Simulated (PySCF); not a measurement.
# Si2H3SF3 (SMILES F[SiH2]S[SiH](F)F) at 6 levels

Aim: a comparison of 6 runs (HF/STO-3G, HF/cc-pVDZ, HF/def2-SVP, B3LYP/6-31G*, PBE0/def2-SVP, CCSD/STO-3G) of Si2H3SF3. The job is set up through a Python script.

The calculation is run with PySCF 2.14.0.

## Step 1: The molecule

The species is Si2H3SF3 (9 atoms), meant as a singlet with charge 0. SMILES: `F[SiH2]S[SiH](F)F`. The shape is that of a PBE0-D4/def2-TZVP optimisation. This is one conformer, not always the lowest.

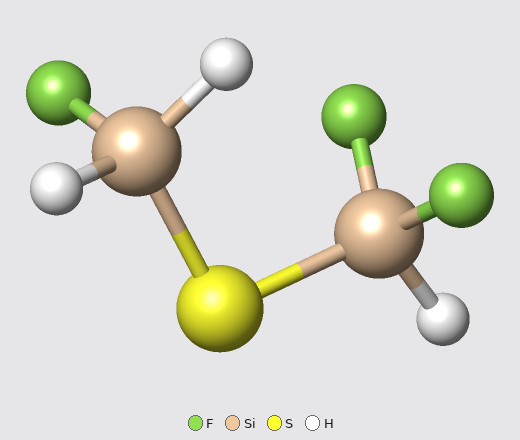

Viewed from a chosen angle; fluorine green, silicon light orange, sulfur yellow, hydrogen white.

## Step 2: Energy and forces at HF/STO-3G (run 1)

File job.py:

```python
# F[SiH2]S[SiH](F)F
from pyscf import gto, scf

mol = gto.M(
    atom='''
F     -2.422629    -3.933654     1.280478
Si    -0.348277    -1.993850     2.272585
S      2.393527    -1.281612    -0.599421
Si     0.668207     1.868372    -2.317938
F      0.872298     4.292891    -0.574855
F     -2.260301     1.387248    -2.716670
H     -1.639904     0.371142     2.999940
H      1.022531    -3.202519     4.380574
H      1.881600     2.404299    -4.757197
''',
    basis='sto-3g',
    verbose=3,
    unit='bohr',
    max_memory=1860,
)

mf = scf.RHF(mol)
mf.conv_tol = 1e-10
mf.kernel()
if not mf.converged:
    mf = mf.newton().run(mf.mo_coeff, mf.mo_occ)

energy = mf.e_tot
print('Final energy', energy)
grad = mf.nuc_grad_method().kernel()
mf.analyze()
```

Command:

```bash
$ OMP_NUM_THREADS=1 python job.py
```

The program printed:

```text
converged SCF energy = -1260.35245255392
Final energy -1260.3524525539165
--------------- RHF gradients ---------------
         x                y                z
0 F     0.0168950988     0.0143341822     0.0082050453
1 Si    -0.0304928393    -0.0207203836    -0.0235493430
2 S     0.0166371166    -0.0059226719    -0.0066592181
3 Si    -0.0381357231     0.0133662518     0.0340431485
4 F     0.0001475924    -0.0169910247    -0.0131812270
5 F     0.0209368881     0.0030442954     0.0015846501
6 H    -0.0135532425     0.0233207826     0.0034903504
7 H     0.0164435862    -0.0149230708     0.0170714331
8 H     0.0111215228     0.0044916391    -0.0210048395
----------------------------------------------
**** MO energy ****
MO #1   energy= -90.6749492070516  occ= 2
MO #2   energy= -68.0808645904358  occ= 2
MO #3   energy= -68.0453223721429  occ= 2
MO #4   energy= -25.8485707108173  occ= 2
MO #5   energy= -25.8454471077953  occ= 2
MO #6   energy= -25.8430748339283  occ= 2
MO #7   energy= -8.5965183636356   occ= 2
MO #8   energy= -6.22835430141339  occ= 2
MO #9   energy= -6.22605461663903  occ= 2
MO #10  energy= -6.22294154038063  occ= 2
MO #11  energy= -6.06266545159791  occ= 2
MO #12  energy= -6.02814961426138  occ= 2
MO #13  energy= -4.08850399345333  occ= 2
MO #14  energy= -4.08833332215628  occ= 2
MO #15  energy= -4.08731893282189  occ= 2
MO #16  energy= -4.05425350080625  occ= 2
MO #17  energy= -4.05323693047804  occ= 2
MO #18  energy= -4.0523273311335   occ= 2
MO #19  energy= -1.47787448198691  occ= 2
MO #20  energy= -1.45175823399497  occ= 2
MO #21  energy= -1.45061990755432  occ= 2
MO #22  energy= -0.901412873290452 occ= 2
MO #23  energy= -0.687194642532159 occ= 2
MO #24  energy= -0.639607487579163 occ= 2
MO #25  energy= -0.55131601905147  occ= 2
MO #26  energy= -0.525930390346639 occ= 2
MO #27  energy= -0.515066861182357 occ= 2
MO #28  energy= -0.505820366581986 occ= 2
MO #29  energy= -0.487426270323297 occ= 2
MO #30  energy= -0.462792476023028 occ= 2
MO #31  energy= -0.455941159816804 occ= 2
MO #32  energy= -0.434571311819579 occ= 2
MO #33  energy= -0.417448500708033 occ= 2
MO #34  energy= -0.403641943975222 occ= 2
MO #35  energy= -0.346596963433491 occ= 2
MO #36  energy= -0.314114810271943 occ= 2
MO #37  energy= -0.279390757577683 occ= 2
MO #38  energy= 0.377900286502789  occ= 0
MO #39  energy= 0.3971374030552    occ= 0
MO #40  energy= 0.499089360134674  occ= 0
MO #41  energy= 0.50797135634516   occ= 0
MO #42  energy= 0.513243347920566  occ= 0
MO #43  energy= 0.530171055022366  occ= 0
MO #44  energy= 0.544593102264629  occ= 0
MO #45  energy= 0.59911068552291   occ= 0
 ** Mulliken atomic charges  **
charge of    0F =     -0.26402
charge of    1Si =      0.66983
charge of    2S =     -0.21933
charge of    3Si =      0.80448
charge of    4F =     -0.27733
charge of    5F =     -0.27783
charge of    6H =     -0.14295
charge of    7H =     -0.14094
charge of    8H =     -0.15191
Dipole moment(X, Y, Z, Debye):  0.48180,  0.41161,  0.33831
```

Run time: 7.5 s. Hardware: 1 thread of Intel Xeon at 2.50GHz (Skylake/Cascade Lake), shared host; peak memory 0.12 GiB.

## Step 3: Energy and gradient at HF/cc-pVDZ (run 2)

File job.py:

```python
# F[SiH2]S[SiH](F)F
import pyscf.grad
from pyscf import gto, scf

mol = gto.Mole()
mol.atom = [
    ('F', (-1.282000, -2.081600, 0.677600)),
    ('Si', (-0.184300, -1.055100, 1.202600)),
    ('S', (1.266600, -0.678200, -0.317200)),
    ('Si', (0.353600, 0.988700, -1.226600)),
    ('F', (0.461600, 2.271700, -0.304200)),
    ('F', (-1.196100, 0.734100, -1.437600)),
    ('H', (-0.867800, 0.196400, 1.587500)),
    ('H', (0.541100, -1.694700, 2.318100)),
    ('H', (0.995700, 1.272300, -2.517400)),
]
mol.max_memory = 1860
mol.basis = 'cc-pvdz'
mol.verbose = 4
mol.charge = 0
mol.build()

myscf = scf.RHF(mol)
myscf.conv_tol = 1e-10
myscf.kernel()
if not myscf.converged:
    myscf = myscf.newton().run(myscf.mo_coeff, myscf.mo_occ)

energy = myscf.e_tot
print('E(%s) = %.9f' % ('HF', energy))
grad = myscf.Gradients().kernel()
dip = myscf.dip_moment()
pop, q = myscf.mulliken_pop()
```

Command:

```bash
$ OMP_NUM_THREADS=1 python job.py
```

The program printed:

```text
PySCF version 2.14.0

[... 65 lines left out ...]
converged SCF energy = -1275.697232551
[... 12 lines left out ...]
Dipole moment(X, Y, Z, Debye):  1.35807,  0.26638,  0.38481
[... 82 lines left out ...]
pop of  4 F 3dx2-y2       0.00102
pop of  5 F 1s            2.00190
pop of  5 F 2s            0.88732
pop of  5 F 3s            1.03312
pop of  5 F 2px           1.05042
pop of  5 F 2py           1.14592
pop of  5 F 2pz           1.14261
pop of  5 F 3px           0.65276
pop of  5 F 3py           0.75014
pop of  5 F 3pz           0.75184
pop of  5 F 3dxy          0.00106
pop of  5 F 3dyz          0.00005
pop of  5 F 3dz^2         0.00059
pop of  5 F 3dxz          0.00107
pop of  5 F 3dx2-y2       0.00166
pop of  6 H 1s            0.73299
pop of  6 H 2s            0.35612
pop of  6 H 2px           0.00295
pop of  6 H 2py           0.00874
pop of  6 H 2pz           0.00151
pop of  7 H 1s            0.73229
pop of  7 H 2s            0.36590
pop of  7 H 2px           0.00313
pop of  7 H 2py           0.00264
pop of  7 H 2pz           0.00725
pop of  8 H 1s            0.73272
pop of  8 H 2s            0.36784
pop of  8 H 2px           0.00251
pop of  8 H 2py           0.00071
pop of  8 H 2pz           0.01004
 ** Mulliken atomic charges  **
charge of    0F =     -0.42751
charge of    1Si =      0.87686
charge of    2S =     -0.42219
charge of    3Si =      1.13805
charge of    4F =     -0.41742
charge of    5F =     -0.42046
charge of    6H =     -0.10232
charge of    7H =     -0.11120
charge of    8H =     -0.11381
```

Run time: 54 s. Hardware: 1 thread of Intel Xeon at 2.50GHz (Skylake/Cascade Lake), shared host; peak memory 0.26 GiB.

Runs 3 to 5 aren't shown in full; the table further down has their settings and results.

## Step 4: The energy at CCSD/STO-3G (run 6)

File input.py:

```python
from pyscf import gto, scf, cc

mol = gto.M(
    atom=[
    ('F', (-1.282000, -2.081600, 0.677600)),
    ('Si', (-0.184300, -1.055100, 1.202600)),
    ('S', (1.266600, -0.678200, -0.317200)),
    ('Si', (0.353600, 0.988700, -1.226600)),
    ('F', (0.461600, 2.271700, -0.304200)),
    ('F', (-1.196100, 0.734100, -1.437600)),
    ('H', (-0.867800, 0.196400, 1.587500)),
    ('H', (0.541100, -1.694700, 2.318100)),
    ('H', (0.995700, 1.272300, -2.517400)),
],
    charge=0,
    basis='sto-3g',
    verbose=3,
    max_memory=1860,
)

hf = scf.RHF(mol)
hf.conv_tol = 1e-10
hf.kernel()
if not hf.converged:
    hf = hf.newton().run(hf.mo_coeff, hf.mo_occ)

mycc = cc.CCSD(hf, frozen=18)
mycc.kernel()
e_tot = mycc.e_tot
print(f'total energy: {e_tot:.8f} hartree')
hf.analyze()
```

Command:

```bash
$ OMP_NUM_THREADS=1 python input.py
```

The program printed:

```text
converged SCF energy = -1260.35245256534
E(CCSD) = -1260.522561663259  E_corr = -0.1701090979196551
total energy: -1260.52256166 hartree
**** MO energy ****
MO #1   energy= -90.6749492493907  occ= 2
MO #2   energy= -68.0808646175478  occ= 2
MO #3   energy= -68.045322345858   occ= 2
MO #4   energy= -25.8485706791247  occ= 2
MO #5   energy= -25.8454472009714  occ= 2
MO #6   energy= -25.8430747807182  occ= 2
MO #7   energy= -8.59651840261722  occ= 2
MO #8   energy= -6.22835434033934  occ= 2
MO #9   energy= -6.22605465570402  occ= 2
MO #10  energy= -6.22294157923736  occ= 2
MO #11  energy= -6.06266547588877  occ= 2
MO #12  energy= -6.02814958659925  occ= 2
MO #13  energy= -4.08850401817054  occ= 2
MO #14  energy= -4.08833334326248  occ= 2
MO #15  energy= -4.08731895925955  occ= 2
MO #16  energy= -4.05425347480573  occ= 2
MO #17  energy= -4.05323690258381  occ= 2
MO #18  energy= -4.05232730161785  occ= 2
MO #19  energy= -1.47787445102222  occ= 2
MO #20  energy= -1.45175820855541  occ= 2
MO #21  energy= -1.450619905797    occ= 2
MO #22  energy= -0.901412899392772 occ= 2
MO #23  energy= -0.687194628644625 occ= 2
MO #24  energy= -0.639607491024129 occ= 2
MO #25  energy= -0.551316019116277 occ= 2
MO #26  energy= -0.52593036259365  occ= 2
MO #27  energy= -0.515066847455911 occ= 2
MO #28  energy= -0.505820339043365 occ= 2
MO #29  energy= -0.487426243465392 occ= 2
MO #30  energy= -0.462792443900456 occ= 2
MO #31  energy= -0.455941168435704 occ= 2
MO #32  energy= -0.434571319984129 occ= 2
MO #33  energy= -0.417448543529694 occ= 2
MO #34  energy= -0.403641881865829 occ= 2
MO #35  energy= -0.34659699790315  occ= 2
MO #36  energy= -0.314114825570465 occ= 2
MO #37  energy= -0.27939078346675  occ= 2
MO #38  energy= 0.377900292731703  occ= 0
MO #39  energy= 0.397137335058009  occ= 0
MO #40  energy= 0.49908941366652   occ= 0
MO #41  energy= 0.507971470450309  occ= 0
MO #42  energy= 0.513243221226426  occ= 0
MO #43  energy= 0.530170932788639  occ= 0
MO #44  energy= 0.544593065310289  occ= 0
MO #45  energy= 0.599110669120298  occ= 0
 ** Mulliken atomic charges  **
charge of    0F =     -0.26402
charge of    1Si =      0.66983
charge of    2S =     -0.21933
charge of    3Si =      0.80448
charge of    4F =     -0.27733
charge of    5F =     -0.27783
charge of    6H =     -0.14295
charge of    7H =     -0.14094
charge of    8H =     -0.15191
Dipole moment(X, Y, Z, Debye):  0.48181,  0.41161,  0.33831
```

Run time: 5.4 s. Hardware: 1 thread of Intel Xeon at 2.50GHz (Skylake/Cascade Lake), shared host; peak memory 0.12 GiB.

## Step 5: The series

| run | level | Cartesian functions | integration grid | energy (Eh) | dipole moment (D) of the reference | HOMO energy (eV) | LUMO energy (eV) | wall time |
| --- | --- | --- | --- | --- | --- | --- | --- | --- |
| 1 | HF/STO-3G | no | – | -1260.352453 | 0.72 | -7.60 | 10.28 | 7.5 s |
| 2 | HF/cc-pVDZ | no | – | -1275.697233 | 1.44 | -11.42 | 3.64 | 54 s |
| 3 | HF/def2-SVP | no | – | -1275.149276 | 1.34 | -11.46 | 3.81 | 32 s |
| 4 | B3LYP/6-31G* (Cartesian functions) | yes | 5 | -1278.739468 | 0.89 | -8.11 | 0.05 | 2.1 min |
| 5 | PBE0/def2-SVP | no | 5 | -1277.526725 | 1.06 | -8.52 | 0.28 | 2.2 min |
| 6 | CCSD/STO-3G | no | – | -1260.522562 | 0.72 | -7.60 | 10.28 | 5.4 s |

## Step 6: Summary of results

```
                                           quantity           value
                                run 6: total energy  -1260.52256 Eh
        run 6: dipole moment (Hartree–Fock density)          0.72 D
         run 6: HOMO energy (Hartree–Fock orbitals)        -7.60 eV
         run 6: LUMO energy (Hartree–Fock orbitals)        10.28 eV
       run 6: HOMO–LUMO gap (Hartree–Fock orbitals)        17.89 eV
run 6: correlation energy (18 core orbitals frozen)      -170.1 mEh
                               run 6: T1 diagnostic           0.010
```

In words: Over runs 1, 2, 3, 4, 5 the dipole moment (its size) runs from 0.72 D (HF/STO-3G) to 1.44 D (HF/cc-pVDZ). Over runs 1, 2, 3, 4, 5 the HOMO–LUMO gap runs from 8.16 eV (B3LYP/6-31G*) to 17.89 eV (HF/STO-3G). The two ends differ in method and basis. Totals of different functionals can't be ranked against each other. In runs 1, 6 the basis is minimal, so the values are rough. All runs together took 5.9 min, the longest 2.2 min.
